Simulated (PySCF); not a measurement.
# C2H7NSi (SMILES C=C[SiH2]N): levels of theory compared

We compute a comparison of 5 runs (HF/STO-3G, B3LYP/def2-SVP, PBE0/def2-SVP, MP2/6-31G, CCSD(T)/def2-SVPD) of C2H7NSi. Input form: a Python script.

Program for the calculation: PySCF 2.14.0.

### 1 The structure to begin with

C2H7NSi: 11 atoms, total charge 0, spin state singlet. SMILES: `C=C[SiH2]N`. The coordinates come from a PBE0-D4/def2-TZVP relaxation. This is one conformer, not always the lowest.

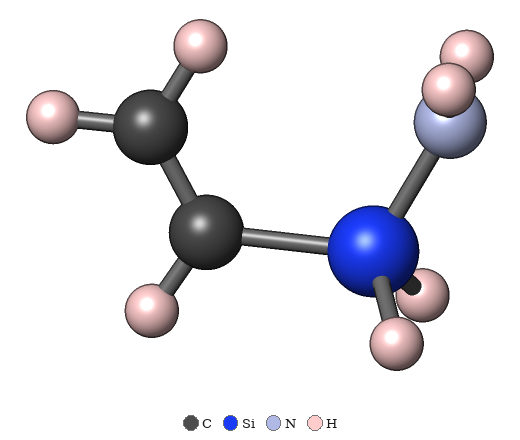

The structure, seen from a chosen angle (carbon dark grey, silicon blue, nitrogen light blue, hydrogen pink).

### 2 Energy and gradient at HF/STO-3G (run 1)

File input.py:

```python
import pyscf.grad
from pyscf import gto, scf

mol = gto.Mole()
mol.atom = '''
C       -0.676100       1.337000      -0.945000
C        0.089300       1.208600       0.135100
Si       0.596500      -0.444500       0.832600
N        0.002900      -1.803700      -0.028600
H       -0.967100       2.304600      -1.344700
H       -1.046800       0.465600      -1.479100
H        0.433000       2.116700       0.631600
H        0.099500      -0.536600       2.232600
H        2.083200      -0.516700       0.836000
H        0.404900      -2.086000      -0.906300
H       -0.953800      -2.102100       0.056300
'''
mol.verbose = 3
mol.max_memory = 1860
mol.spin = 0
mol.charge = 0
mol.basis = 'sto-3g'
mol.build()

calc0 = scf.RHF(mol)
calc0.conv_tol = 1e-10
calc0.kernel()
if not calc0.converged:
    calc0 = calc0.newton().run(calc0.mo_coeff, calc0.mo_occ)

etot = calc0.e_tot
print(f'total energy: {etot:.8f} hartree')
grad = calc0.Gradients().kernel()
dip = calc0.dip_moment()
pop, q = calc0.mulliken_pop()
```

On the command line:

```sh
$ OMP_NUM_THREADS=1 python input.py
```

The program printed:

```text
converged SCF energy = -418.195305872301
total energy: -418.19530587 hartree
--------------- RHF gradients ---------------
         x                y                z
0 C    -0.0190365772     0.0022011997    -0.0268877777
1 C     0.0179133510    -0.0007652762     0.0252885192
2 Si    -0.0230937506    -0.0005895072    -0.0328114569
3 N    -0.0069988031    -0.0044612725    -0.0098392668
4 H     0.0001930991     0.0040828016     0.0003297325
5 H     0.0000807052    -0.0047964064     0.0000652870
6 H     0.0016108781     0.0057752798     0.0023489212
7 H    -0.0106257929    -0.0023078002     0.0310421645
8 H     0.0328326267    -0.0018549473     0.0004557388
9 H    -0.0012910928     0.0012896834     0.0084128157
10 H     0.0084153565     0.0014262452     0.0015953225
----------------------------------------------
Dipole moment(X, Y, Z, Debye): -0.32114,  0.11955, -0.45069
 ** Mulliken pop  **
pop of  0 C 1s            1.99297
pop of  0 C 2s            1.15857
pop of  0 C 2px           1.00435
pop of  0 C 2py           0.98524
pop of  0 C 2pz           0.99397
pop of  1 C 1s            1.99316
pop of  1 C 2s            1.23422
pop of  1 C 2px           0.98275
pop of  1 C 2py           1.06241
pop of  1 C 2pz           0.98874
pop of  2 Si 1s           1.99959
pop of  2 Si 2s           1.98694
pop of  2 Si 3s           1.12468
pop of  2 Si 2px          1.96463
pop of  2 Si 2py          1.96307
pop of  2 Si 2pz          1.96442
pop of  2 Si 3px          0.74835
pop of  2 Si 3py          0.62874
pop of  2 Si 3pz          0.71653
pop of  3 N 1s            1.99498
pop of  3 N 2s            1.50768
pop of  3 N 2px           1.21451
pop of  3 N 2py           1.54852
pop of  3 N 2pz           1.36246
pop of  4 H 1s            0.94687
pop of  5 H 1s            0.95270
pop of  6 H 1s            0.95325
pop of  7 H 1s            1.16685
pop of  8 H 1s            1.16690
pop of  9 H 1s            0.84600
pop of  10 H 1s           0.84597
 ** Mulliken atomic charges  **
charge of    0C =     -0.13509
charge of    1C =     -0.26129
charge of    2Si =      0.90306
charge of    3N =     -0.62815
charge of    4H =      0.05313
charge of    5H =      0.04730
charge of    6H =      0.04675
charge of    7H =     -0.16685
charge of    8H =     -0.16690
charge of    9H =      0.15400
charge of   10H =      0.15403
```

Wall time 2.1 s (1 thread of Intel Xeon at 2.70GHz, shared host); peak memory 0.12 GiB.

### 3 Energy and gradient at B3LYP/def2-SVP (run 2)

File run.py:

```python
import pyscf.grad
from pyscf import gto, dft

mol = gto.Mole()
mol.atom = '''
C       -0.676100       1.337000      -0.945000
C        0.089300       1.208600       0.135100
Si       0.596500      -0.444500       0.832600
N        0.002900      -1.803700      -0.028600
H       -0.967100       2.304600      -1.344700
H       -1.046800       0.465600      -1.479100
H        0.433000       2.116700       0.631600
H        0.099500      -0.536600       2.232600
H        2.083200      -0.516700       0.836000
H        0.404900      -2.086000      -0.906300
H       -0.953800      -2.102100       0.056300
'''
mol.max_memory = 1860
mol.spin = 0
mol.basis = 'def2-svp'
mol.verbose = 4
mol.build()

mf = dft.RKS(mol, xc='b3lyp')
mf.grids.level = 5
mf.conv_tol = 1e-10
mf.kernel()
if not mf.converged:
    mf = mf.newton().run(mf.mo_coeff, mf.mo_occ)

energy = mf.e_tot
print('Final energy', energy)
grad = mf.Gradients().kernel()
mf.analyze()
```

On the command line:

```sh
$ OMP_NUM_THREADS=1 python run.py
```

The program printed:

```text
PySCF version 2.14.0

[... 95 lines left out ...]
Nuclear Repulsion Energy =             159.293227944905368
[... 10 lines left out ...]
MO #5   energy= -5.27819730881312  occ= 2
[... 8 lines left out ...]
MO #14  energy= -0.454263615262657 occ= 2
[... 8 lines left out ...]
MO #23  energy= 0.0869964626345392 occ= 0
[... 8 lines left out ...]
MO #32  energy= 0.328321798159886  occ= 0
[... 8 lines left out ...]
MO #41  energy= 0.558758664757606  occ= 0
[... 8 lines left out ...]
MO #50  energy= 0.790875236860868  occ= 0
[... 8 lines left out ...]
MO #59  energy= 1.16223074207713   occ= 0
[... 8 lines left out ...]
MO #68  energy= 1.6705337720442    occ= 0
[... 8 lines left out ...]
MO #77  energy= 2.0284414126952    occ= 0
[... 8 lines left out ...]
MO #86  energy= 2.46924704328186   occ= 0
[... 8 lines left out ...]
MO #95  energy= 3.3040821299862    occ= 0
[... 70 lines left out ...]
pop of  5 H 2py           0.00091
pop of  5 H 2pz           0.00041
pop of  6 H 1s            0.88875
pop of  6 H 2s            0.00768
pop of  6 H 2px           0.00023
pop of  6 H 2py           0.00089
pop of  6 H 2pz           0.00028
pop of  7 H 1s            1.12260
pop of  7 H 2s            0.00362
pop of  7 H 2px           0.00050
pop of  7 H 2py           0.00010
pop of  7 H 2pz           0.00323
pop of  8 H 1s            1.12272
pop of  8 H 2s            0.00363
pop of  8 H 2px           0.00368
pop of  8 H 2py           0.00010
pop of  8 H 2pz           0.00006
pop of  9 H 1s            0.77378
pop of  9 H 2s            0.00928
pop of  9 H 2px           0.00044
pop of  9 H 2py           0.00102
pop of  9 H 2pz           0.00118
pop of  10 H 1s           0.77371
pop of  10 H 2s           0.00928
pop of  10 H 2px          0.00115
pop of  10 H 2py          0.00104
pop of  10 H 2pz          0.00046
 ** Mulliken atomic charges  **
charge of    0C =     -0.19066
charge of    1C =     -0.34786
charge of    2Si =      0.76331
charge of    3N =     -0.68055
charge of    4H =      0.09776
charge of    5H =      0.08740
charge of    6H =      0.10218
charge of    7H =     -0.13005
charge of    8H =     -0.13018
charge of    9H =      0.21429
charge of   10H =      0.21435
Dipole moment(X, Y, Z, Debye): -0.81691, -0.27132, -1.15969
```

It took 36 s on 1 thread of Intel Xeon at 2.70GHz, shared host; peak memory 0.97 GiB.

Runs 3 to 4 aren't shown in full; the table further down has their settings and results.

### 4 The energy at CCSD(T)/def2-SVPD (run 5)

File calc.py:

```python
from pyscf import gto, scf, cc

mol = gto.M(
    atom=[
    ('C', (-0.676100, 1.337000, -0.945000)),
    ('C', (0.089300, 1.208600, 0.135100)),
    ('Si', (0.596500, -0.444500, 0.832600)),
    ('N', (0.002900, -1.803700, -0.028600)),
    ('H', (-0.967100, 2.304600, -1.344700)),
    ('H', (-1.046800, 0.465600, -1.479100)),
    ('H', (0.433000, 2.116700, 0.631600)),
    ('H', (0.099500, -0.536600, 2.232600)),
    ('H', (2.083200, -0.516700, 0.836000)),
    ('H', (0.404900, -2.086000, -0.906300)),
    ('H', (-0.953800, -2.102100, 0.056300)),
],
    verbose=4,
    max_memory=1860,
    basis='def2-svpd',
)

myscf = scf.RHF(mol)
myscf.conv_tol = 1e-10
myscf.kernel()
if not myscf.converged:
    myscf = myscf.newton().run(myscf.mo_coeff, myscf.mo_occ)

mycc = cc.CCSD(myscf, frozen=8)
mycc.kernel()
e_t = mycc.ccsd_t()
e_tot = mycc.e_tot + e_t
print('E(%s) = %.9f' % ('CCSD(T)', e_tot))
myscf.analyze()
```

On the command line:

```sh
$ OMP_NUM_THREADS=1 python calc.py
```

The program printed:

```text
PySCF version 2.14.0

[... 100 lines left out ...]
One-electron Energy =                 -897.921032773265097
[... 14 lines left out ...]
MO #10  energy= -1.02258595837873  occ= 2
[... 12 lines left out ...]
MO #23  energy= 0.126739215509073  occ= 0
[... 12 lines left out ...]
MO #36  energy= 0.284696636008518  occ= 0
[... 12 lines left out ...]
MO #49  energy= 0.441468429756652  occ= 0
[... 12 lines left out ...]
MO #62  energy= 0.562415886711035  occ= 0
[... 12 lines left out ...]
MO #75  energy= 0.77706355583142   occ= 0
[... 12 lines left out ...]
MO #88  energy= 1.19010606275292   occ= 0
[... 12 lines left out ...]
MO #101 energy= 1.63372150426853   occ= 0
[... 12 lines left out ...]
MO #114 energy= 2.14725488253086   occ= 0
[... 12 lines left out ...]
MO #127 energy= 2.67594648457368   occ= 0
[... 12 lines left out ...]
MO #140 energy= 3.87330153308467   occ= 0
[... 115 lines left out ...]
pop of  7 H 3px           0.00089
pop of  7 H 3py           0.00106
pop of  7 H 3pz           0.00110
pop of  8 H 1s            1.15835
pop of  8 H 2s            0.00228
pop of  8 H 2px           0.00410
pop of  8 H 2py           0.00088
pop of  8 H 2pz           0.00085
pop of  8 H 3px           0.00099
pop of  8 H 3py           0.00107
pop of  8 H 3pz           0.00100
pop of  9 H 1s            0.76510
pop of  9 H 2s            0.00780
pop of  9 H 2px           0.00147
pop of  9 H 2py           0.00395
pop of  9 H 2pz           0.00344
pop of  9 H 3px           0.00101
pop of  9 H 3py           0.00193
pop of  9 H 3pz           0.00124
pop of  10 H 1s           0.76504
pop of  10 H 2s           0.00780
pop of  10 H 2px          0.00282
pop of  10 H 2py          0.00398
pop of  10 H 2pz          0.00207
pop of  10 H 3px          0.00088
pop of  10 H 3py          0.00192
pop of  10 H 3pz          0.00139
 ** Mulliken atomic charges  **
charge of    0C =     -0.16524
charge of    1C =     -0.36666
charge of    2Si =      0.91504
charge of    3N =     -0.73698
charge of    4H =      0.08939
charge of    5H =      0.08352
charge of    6H =      0.09173
charge of    7H =     -0.16942
charge of    8H =     -0.16952
charge of    9H =      0.21405
charge of   10H =      0.21410
Dipole moment(X, Y, Z, Debye): -0.84748,  0.02568, -1.19894
```

Run time: 3.2 min. Hardware: 1 thread of Intel Xeon at 2.70GHz, shared host; peak memory 2.2 GiB.

### 5 The series

```tsv
run	level	integration grid	frozen core orbitals	energy (Eh)	dipole moment (D) of the reference	HOMO energy (eV)	LUMO energy (eV)	wall time
1	HF/STO-3G	–	–	-418.195306	0.57	-8.09	8.64	2.1 s
2	B3LYP/def2-SVP	5	–	-424.496691	1.44	-6.87	-0.17	36 s
3	PBE0/def2-SVP	5	–	-424.186196	1.47	-7.16	0.00	44 s
4	MP2/6-31G	–	8	-423.413223	1.65	-10.09	4.16	8.4 s
5	CCSD(T)/def2-SVPD	–	8	-423.656296	1.47	-10.22	2.45	3.2 min
```

### 6 What came out

| quantity | value |
| --- | --- |
| run 5: total energy | -423.65630 Eh |
| run 5: dipole moment (Hartree–Fock density) | 1.47 D |
| run 5: HOMO energy (Hartree–Fock orbitals) | -10.22 eV |
| run 5: LUMO energy (Hartree–Fock orbitals) | 2.45 eV |
| run 5: HOMO–LUMO gap (Hartree–Fock orbitals) | 12.67 eV |
| run 5: correlation energy (8 core orbitals frozen) | -638.5 mEh |
| run 5: (T) correction | -21.59 mEh |
| run 5: T1 diagnostic | 0.011 |

**Reading.** Over runs 1, 2, 3 the dipole moment (its size) runs from 0.57 D (HF/STO-3G) to 1.47 D (PBE0/def2-SVP). The two ends differ in method and basis. Over runs 1, 2, 3 the HOMO–LUMO gap runs from 6.71 eV (B3LYP/def2-SVP) to 16.72 eV (HF/STO-3G). Totals of different functionals can't be ranked against each other. In run 1 the basis is minimal, so the values are rough. All runs together took 4.7 min, the longest 3.2 min.
